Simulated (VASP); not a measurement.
Band structure of Ga4As2Sb2 (ordered alloy cell). Computed with PBEsol GGA, VASP's PBE PAW potentials (set 64) (plane waves; VASP 6.6.1).

Unless said otherwise, spin-orbit coupling is left out, though it shifts the bands of the heavy elements here.

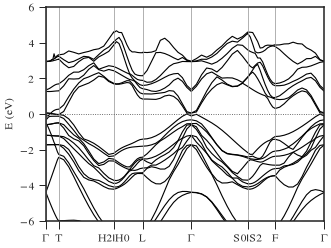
Bands along high-symmetry lines, zero at the valence-band maximum or, without a gap, the Fermi level

Question: Read the plot: is there a gap, and where are the band edges?

Answer: It has no gap at this level: it comes out as a metal or semimetal. (Edges off the drawn lines would not show.)

The structure was generated: Ga4As2Sb2 was put into an ordered model structure (R3m), which need not be its known phase. It was relaxed first.
